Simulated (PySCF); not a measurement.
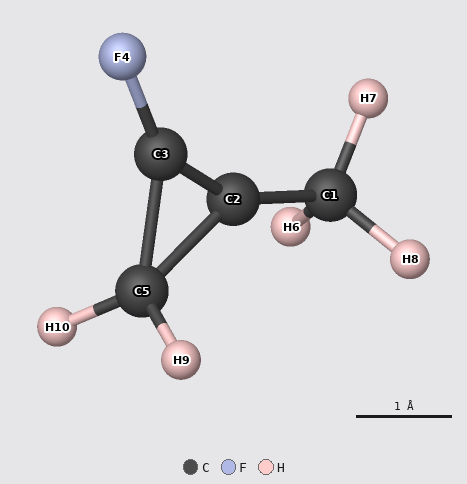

Figure 1. The structure as given in the input (ball-and-stick view, seen at a tilt; atoms are numbered from 1 in the order of the input).

# C4H5F: one change and its effect

System: C4H5F.
Method of run 1: TDDFT PBE0/def2-SVP, vertical, gas phase, core orbitals frozen in the response (PySCF 2.14.0).

The geometry comes from this level: PBE0-D3(BJ)/def2-SVP. Text and figures count atoms from 1; the logs count them from 0 in places.

## Input file, run 1
```
{"job": {"kind": "uv", "xc": "PBE0", "basis": "def2-SVP"}, "charge": 0, "multiplicity": 1}
C      1.419247    -0.394104     0.330183
C      0.109185     0.139887    -0.067416
C     -0.712278     0.987981    -0.588526
F     -0.907438     2.125456    -1.207356
C     -1.402859    -0.180124    -0.035464
H      1.602907    -1.371027    -0.145536
H      2.231855     0.289804     0.047052
H      1.461091    -0.553360     1.419915
H     -1.949946    -0.107744     0.921016
H     -1.803612    -0.963344    -0.702766
```

The first line tells a small driver script what to run in PySCF; the rest is the geometry in Å.

Launched with:
```bash
OMP_NUM_THREADS=1 python <driver script> task.json out
```

Hardware: 1 CPU thread, shared host.

## Output (run 1)
```
coarse grid: 8536 points
cycle   1  E = -254.6327300704  dE =  7.296e-01  |g| = 4.223e-01  |ddm| = 3.364e+00
cycle   2  E = -254.6180355563  dE =  1.469e-02  |g| = 5.094e-01  |ddm| = 8.872e-01
cycle   3  E = -254.6665798126  dE = -4.854e-02  |g| = 8.692e-02  |ddm| = 5.108e-01
cycle   4  E = -254.6681665685  dE = -1.587e-03  |g| = 3.673e-02  |ddm| = 1.221e-01
cycle   5  E = -254.6684506856  dE = -2.841e-04  |g| = 9.867e-03  |ddm| = 4.226e-02
cycle   6  E = -254.6684708706  dE = -2.019e-05  |g| = 2.612e-03  |ddm| = 1.321e-02
cycle   7  E = -254.6684724239  dE = -1.553e-06  |g| = 5.427e-04  |ddm| = 2.956e-03
final grid: 83296 points
cycle   8  E = -254.7044589708  dE = -1.643e-05  |g| = 6.065e-03  |ddm| = 1.912e-02
cycle   9  E = -254.7044541657  dE =  4.805e-06  |g| = 7.889e-03  |ddm| = 1.292e-02
cycle  10  E = -254.7044677354  dE = -1.357e-05  |g| = 1.327e-03  |ddm| = 8.378e-03
cycle  11  E = -254.7044681015  dE = -3.661e-07  |g| = 1.943e-04  |ddm| = 1.525e-03
cycle  12  E = -254.7044681087  dE = -7.224e-09  |g| = 8.391e-05  |ddm| = 2.585e-04
cycle  13  E = -254.7044681103  dE = -1.623e-09  |g| = 9.527e-06  |ddm| = 8.379e-05
cycle  14  E = -254.7044681103  dE = -1.990e-11  |g| = 3.720e-06  |ddm| = 1.463e-05
converged SCF energy = -254.7044681103

Static polarisability (au): isotropic 41.360, principal 31.266 41.414 51.401

Singlet excitations
state   eV       nm        f      main configurations
  1   7.0797    175.1   0.16841   H->L 0.93
  2   7.4466    166.5   0.00443   H->L+1 0.92
  3   7.8408    158.1   0.00196   H-1->L 0.92
  4   8.1926    151.3   0.00109   H-2->L 0.90
  5   8.4575    146.6   0.00253   H->L+2 0.77, H->L+3 0.10
  6   8.5606    144.8   0.00016   H->L+4 0.42, H->L+3 0.35, H->L+2 0.17
  7   8.7089    142.4   0.08361   H->L+3 0.48, H->L+4 0.48
  8   9.4577    131.1   0.09704   H-1->L+1 0.92
  9   9.5576    129.7   0.04364   H->L+5 0.97
 10   9.7931    126.6   0.11601   H->L+6 0.94

Triplet excitations (Tamm-Dancoff, eV): 4.5612 7.0724 7.3510 7.7154
```

The input of run 2 differs as follows (lines with − go, lines with + come):
```diff
-"basis": "def2-SVP"
+"basis": "6-31G*"
```

How does run 2 compare with run 1?

The total energy of run 2 is 113.5 kcal/mol lower, which measures the change of basis and not a stability. The HOMO goes from −6.78 to −6.58 eV. The LUMO goes from 1.02 to 1.30 eV. The dipole moment goes from 1.58 to 1.47 D. The lowest excitation goes from 7.08 to 7.18 eV. The strongest computed line goes from 7.08 to 7.18 eV. The number of SCF iterations is the same. The basis functions go from 95 to 80.

## Output (run 2)
```
coarse grid: 8536 points
cycle   1  E = -254.8762521760  dE =  7.674e-01  |g| = 4.366e-01  |ddm| = 3.010e+00
cycle   2  E = -254.8635600614  dE =  1.269e-02  |g| = 5.159e-01  |ddm| = 7.852e-01
cycle   3  E = -254.9130412731  dE = -4.948e-02  |g| = 8.941e-02  |ddm| = 4.562e-01
cycle   4  E = -254.9147999472  dE = -1.759e-03  |g| = 3.208e-02  |ddm| = 1.132e-01
cycle   5  E = -254.9150092606  dE = -2.093e-04  |g| = 1.073e-02  |ddm| = 3.320e-02
cycle   6  E = -254.9150337576  dE = -2.450e-05  |g| = 2.217e-03  |ddm| = 1.279e-02
cycle   7  E = -254.9150348357  dE = -1.078e-06  |g| = 5.763e-04  |ddm| = 2.418e-03
final grid: 83296 points
cycle   8  E = -254.8854070769  dE = -1.476e-05  |g| = 6.894e-03  |ddm| = 1.573e-02
cycle   9  E = -254.8854001472  dE =  6.930e-06  |g| = 9.315e-03  |ddm| = 1.483e-02
cycle  10  E = -254.8854181246  dE = -1.798e-05  |g| = 1.383e-03  |ddm| = 9.044e-03
cycle  11  E = -254.8854185252  dE = -4.006e-07  |g| = 2.326e-04  |ddm| = 1.396e-03
cycle  12  E = -254.8854185364  dE = -1.115e-08  |g| = 9.171e-05  |ddm| = 2.672e-04
cycle  13  E = -254.8854185383  dE = -1.899e-09  |g| = 1.105e-05  |ddm| = 8.456e-05
cycle  14  E = -254.8854185383  dE = -2.825e-11  |g| = 4.423e-06  |ddm| = 1.528e-05
converged SCF energy = -254.8854185383

Static polarisability (au): isotropic 40.069, principal 29.535 40.894 49.778

Singlet excitations
state   eV       nm        f      main configurations
  1   7.1819    172.6   0.17211   H->L 0.94
  2   7.8542    157.9   0.00406   H-1->L 0.91
  3   8.2472    150.3   0.00117   H-2->L 0.91
  4   8.2720    149.9   0.00000   H->L+1 0.80, H->L+3 0.10
  5   8.6972    142.6   0.00066   H->L+2 0.67, H->L+3 0.23
  6   9.0369    137.2   0.02152   H->L+3 0.62, H->L+2 0.26, H->L+1 0.09
  7   9.4307    131.5   0.07368   H->L+4 0.98
  8  10.2679    120.7   0.12221   H-1->L+1 0.46, H->L+5 0.45
  9  10.3986    119.2   0.00814   H->L+5 0.51, H-1->L+1 0.40
 10  10.6382    116.5   0.01160   H-2->L+1 0.64, H-2->L+3 0.20

Triplet excitations (Tamm-Dancoff, eV): 4.6027 7.3185 7.6360 7.8168
```

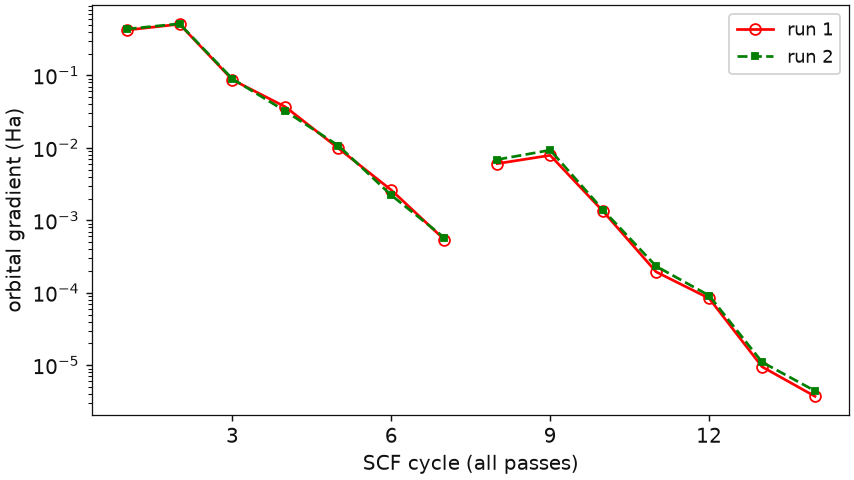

Figure 2. Convergence of the two runs: orbital gradient against the SCF cycle. A break in a curve parts two SCF passes (coarse and final grid). Run 1 takes 14 cycles in all, and run 2 takes 14.

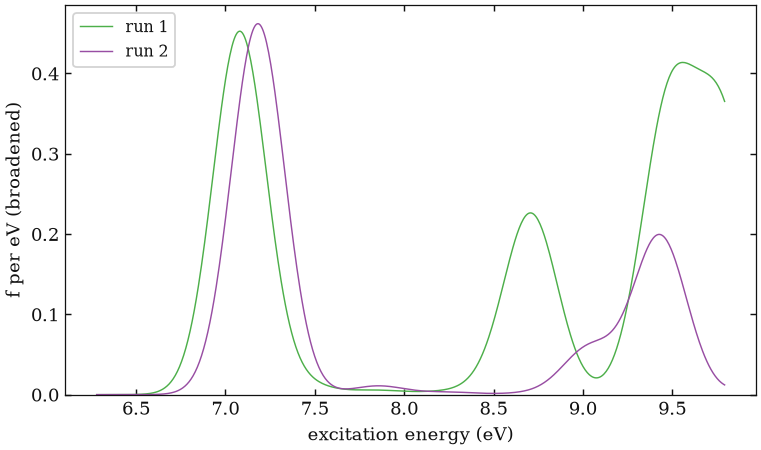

Figure 3. Absorption of the two runs from their computed states, each broadened by a Gaussian of 0.35 eV full width; the range ends where the shorter list of states ends.

## The two runs side by side

```csv
quantity,run 1,run 2
outcome,converged,converged
total energy (hartree),−254.704468,−254.885419
HOMO (eV),−6.78,−6.58
LUMO (eV),1.02,1.30
dipole moment (D),1.58,1.47
lowest excitation (eV),7.08,7.18
SCF iterations,14,14
strongest computed line (eV),7.08,7.18
basis functions,95,80
wall time (shared host),12 s,10 s
```
